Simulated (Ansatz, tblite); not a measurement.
**SiHF3: spin-state energies by level**

Is the singlet the ground state of SiHF3? Other spin states are computed and compared level by level.

The runs use Ansatz 0.2.0, Gaussian basis; as each input shows.

Levels to be run: triplet, at the geometry of the singlet (GFN1-xTB, GFN2-xTB, PBE0-D4/def2-TZVP, PBE-D4/def2-TZVP, r2SCAN-D4/def2-TZVP); the singlet's energies come from earlier runs.

## 1. The geometry

The geometry is that of the singlet, from an earlier relaxation (PBE0-D4/def2-TZVP).

5 atoms, charge 0, spin multiplicity 1.

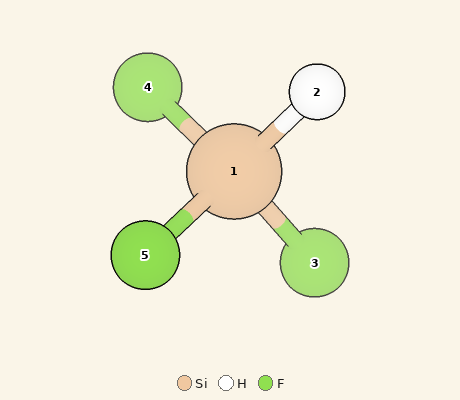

The structure; silicon light orange, hydrogen white, fluorine green; atoms are numbered from 1 in the order of the file.

## 2. Triplet at the fixed geometry, GFN1-xTB

Tight binding, by tblite at 300 K electronic temperature and without a spin-polarisation term:

```python
tblite.interface.Calculator('GFN1-xTB', numbers, positions, charge=0, uhf=2).singlepoint()
```

Energy -480.6356 eV; 0.004 s.

## 3. Triplet at the fixed geometry, GFN2-xTB

Tight binding, by tblite at 300 K electronic temperature and without a spin-polarisation term:

```python
tblite.interface.Calculator('GFN2-xTB', numbers, positions, charge=0, uhf=2).singlepoint()
```

Energy -443.4473 eV; 0.003 s.

## 4. Triplet at the fixed geometry, PBE0-D4/def2-TZVP

in.yaml

```yaml
crystal:
  periodic: [false, false, false]
  atoms:
    - {symbol: Si, position_ang: [0.000347, -0.000488, 0.040755]}
    - {symbol: H, position_ang: [0.011141, -0.017904, 1.502286]}
    - {symbol: F, position_ang: [1.467842, 0.010535, -0.524927]}
    - {symbol: F, position_ang: [-0.743329, 1.278124, -0.493886]}
    - {symbol: F, position_ang: [-0.736000, -1.270256, -0.524228]}
basis:
  gaussian: {orbitals: def2-TZVP}
magnetization: {spin_polarized: true, initial_magnetization: 2}
hamiltonian: {xc: pbe0, dispersion: d4}
scf: {omitted_lower_state_checks: [starts]}
output: {orbitals: {seedname: orbitals}}
```

Launch:

```console
ansatz run in.yaml --threads 4 --pin off --events-out ev --progress --plain --max-ram 3916MiB
```

The program printed:

```text
Functional definition: PBE0
  name "PBE0"
  cite "Adamo & Barone, J. Chem. Phys. 110, 6158 (1999) doi:10.1063/1.478522"
  cite "Perdew, Burke & Ernzerhof, Phys. Rev. Lett. 77, 3865 (1996) doi:10.1103/PhysRevLett.77.3865"
  parent pbe
  parameter a = 0.25
  parameter kappa = 0.804
  parameter beta = 0.06672455060314922
  exchange = (1 - a)*pbe_x(kappa = kappa, mu = beta*pi^2/3) + a*exact_x
  correlation = pbe_c(beta = beta)
these checks for a lower state are left out or cut short: starts
780 factors; their error is unknown
mean field evaluation 1: about -16028.5665 eV, gradient 3.6e1 eV
mean field evaluation 2: about -16017.8564 eV, gradient 6.7e1 eV
mean field evaluation 4: about -16032.6594 eV, gradient 1.8e0 eV
mean field evaluation 8: about -16032.7228 eV, gradient 7.8e-2 eV
mean field evaluation 16: about -16032.7901 eV, gradient 9.0e-4 eV
mean field evaluation 32: about -16033.1956 eV, gradient 3.9e-5 eV
mean field -16033.19556934 eV, -589.2090694829 hartree, gradient 6.3e-6 eV, S^2 2.002984; 0 other end points of the search recorded, 0 dependent functions left out
reference -16033.19560239 eV, -589.2090706975 hartree; 22, 20 occupied and 114, 116 virtual orbitals, 780 factors
Total energy: -16033.25448539 eV, -589.2112346079 hartree
Checks for a lower state left out: starts
```

Wall time 5.5 s (4 threads of Arm Neoverse V1, shared host).

HOMO -2.16 eV, LUMO -9.08 eV (over both spins; with the spin held, an empty level of the minority spin lies below the top filled one); ⟨S²⟩ 2.003 (pure: 2.00).

## 5. Triplet at the fixed geometry, PBE-D4/def2-TZVP

start.molden holds the orbitals of an earlier run on this state, given as this run's starting guess.

Edit in.yaml of step 4 so:

```diff
@@ -9,5 +9,5 @@
 basis:
-  gaussian: {orbitals: def2-TZVP}
+  gaussian: {orbitals: def2-TZVP, initial_orbitals: start.molden}
 magnetization: {spin_polarized: true, initial_magnetization: 2}
-hamiltonian: {xc: pbe0, dispersion: d4}
+hamiltonian: {xc: pbe, dispersion: d4}
 scf: {omitted_lower_state_checks: [starts]}
```

Same command.

The program printed:

```text
Functional definition: PBE
  name "PBE"
  cite "Perdew, Burke & Ernzerhof, Phys. Rev. Lett. 77, 3865 (1996) doi:10.1103/PhysRevLett.77.3865"
  parent pbe
  parameter kappa = 0.804
  parameter beta = 0.06672455060314922
  exchange = pbe_x(kappa = kappa, mu = beta*pi^2/3)
  correlation = pbe_c(beta = beta)
these checks for a lower state are left out or cut short: starts
764 factors; their error is unknown
mean field evaluation 1: about -16032.7217 eV, gradient 7.8e0 eV
mean field evaluation 2: about -16032.8939 eV, gradient 2.8e-1 eV
mean field evaluation 4: about -16032.8898 eV, gradient 6.3e-2 eV
mean field evaluation 8: about -16032.8898 eV, gradient 1.2e-4 eV
mean field evaluation 16: about -16032.8898 eV, gradient 1.7e-5 eV
mean field -16032.88984564 eV, -589.1978343441 hartree, gradient 6.2e-6 eV, S^2 2.001904; 0 other end points of the search recorded, 0 dependent functions left out
reference -16032.88988923 eV, -589.1978359462 hartree; 22, 20 occupied and 114, 116 virtual orbitals, 764 factors
Total energy: -16032.96151261 eV, -589.2004680569 hartree
Checks for a lower state left out: starts
```

Run time: 3 s. Hardware: 4 threads of Arm Neoverse V1, shared host.

Report: HOMO -1.17 eV, LUMO -9.93 eV (over both spins; with the spin held, an empty level of the minority spin lies below the top filled one); ⟨S²⟩ 2.002 (pure: 2.00).

## 6. Triplet at the fixed geometry, r2SCAN-D4/def2-TZVP

Edit in.yaml of step 5 so:

```diff
@@ -11,3 +11,3 @@
 magnetization: {spin_polarized: true, initial_magnetization: 2}
-hamiltonian: {xc: pbe, dispersion: d4}
+hamiltonian: {xc: r2scan, dispersion: d4}
 scf: {omitted_lower_state_checks: [starts]}
```

Launched as before.

The program printed:

```text
Functional definition: r2SCAN
  name "r2SCAN"
  cite "Furness, Kaplan, Ning, Perdew & Sun, J. Phys. Chem. Lett. 11, 8208 (2020) doi:10.1021/acs.jpclett.0c02405"
  cite "Furness, Kaplan, Ning, Perdew & Sun, J. Phys. Chem. Lett. 11, 9248 (2020) doi:10.1021/acs.jpclett.0c03077"
  parent r2scan
  parameter k0 = 0.174
  parameter k1 = 0.065
  parameter a1 = 4.9479
  exchange = r2scan_x(k0 = k0, k1 = k1, a1 = a1)
  correlation = r2scan_c
these checks for a lower state are left out or cut short: starts
764 factors; their error is unknown
mean field evaluation 1: about -16040.5670 eV, gradient 4.3e0 eV
mean field evaluation 2: about -16040.6080 eV, gradient 9.6e-2 eV
mean field evaluation 4: about -16040.6005 eV, gradient 1.3e-3 eV
mean field evaluation 8: about -16040.6005 eV, gradient 4.2e-5 eV
mean field -16040.60045251 eV, -589.4811939203 hartree, gradient 9.8e-6 eV, S^2 2.003835; 0 other end points of the search recorded, 0 dependent functions left out
reference -16040.60046780 eV, -589.4811944820 hartree; 22, 20 occupied and 114, 116 virtual orbitals, 764 factors
Total energy: -16040.61646035 eV, -589.4817821974 hartree
Checks for a lower state left out: starts
```

It took 6.5 s on 4 threads of Arm Neoverse V1, shared host.

HOMO -1.36 eV, LUMO -9.74 eV (over both spins; with the spin held, an empty level of the minority spin lies below the top filled one); ⟨S²⟩ 2.004 (pure: 2.00).

## 7. Triplet less singlet, vertical

The singlet's energies are those of its earlier runs, whose logs aren't repeated here.

```tsv
level	triplet less singlet, vertical (eV)	time
GFN1-xTB	+10.696	0.007 s
GFN2-xTB	+9.031	0.005 s
PBE-D4/def2-TZVP	+9.250	3.8 s
r2SCAN-D4/def2-TZVP	+9.527	8.1 s
PBE0-D4/def2-TZVP	+9.737	6.3 s
```

Times add the two runs; a level without a time comes out of a correlated run. Tight binding without a spin term can't rank spin states.

## 8. Results

| quantity | value |
| --- | --- |
| triplet less singlet, vertical, functionals in def2-TZVP | +9.250 (PBE-D4) to +9.737 eV (PBE0-D4) |

All functionals put the triplet above the singlet, over a spread of 0.487 eV. The checks for a lower triplet were left out, so another state of that spin may lie lower. These are electronic energies, without zero-point motion, entropy or surroundings.
